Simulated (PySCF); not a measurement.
```xyz
12
charge 0, multiplicity 1
N     2.1575    0.0832    0.0592
Al    0.2489   -0.6044    0.0230
S    -0.6524    1.4750    0.3252
C    -2.1076    0.4869    0.3171
F    -2.7560    0.4659    1.4785
F    -2.9954    0.8375   -0.6094
F    -1.8303   -0.8436    0.0510
H     2.3535    0.6262    0.9012
H     2.3709    0.6698   -0.7481
H     2.7867   -0.7142    0.0457
H     0.1713   -1.0730   -1.4499
H     0.2539   -1.4101    1.3453
```

What structure does this define?

Formula CH5AlF3NS. Coordination, clear cases only: 1 N tetrahedral; 1 S bent; 1 C tetrahedral; 1 F bent.

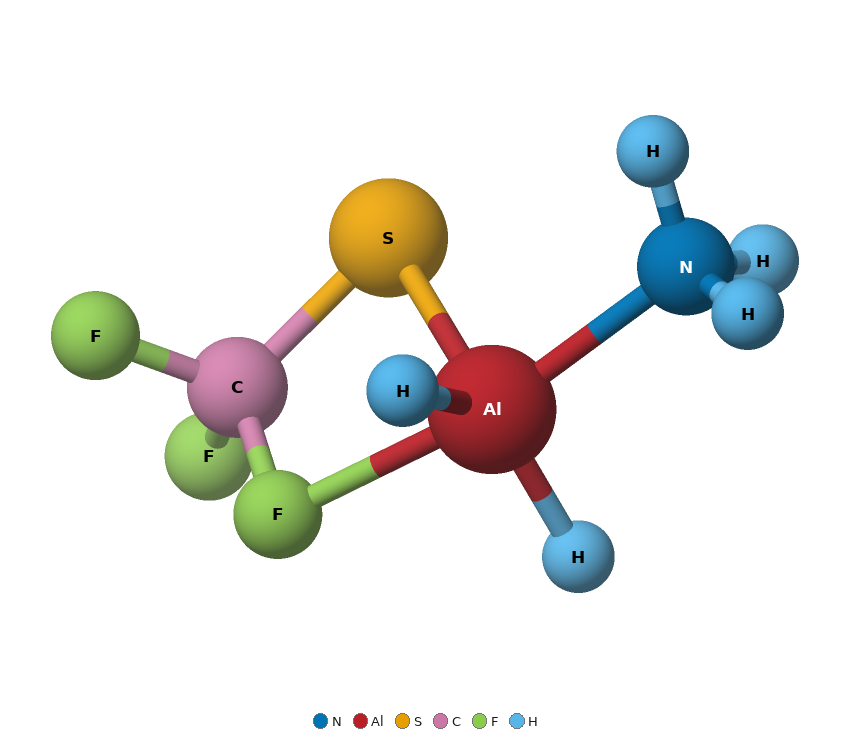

Figure made from data computed with PySCF.
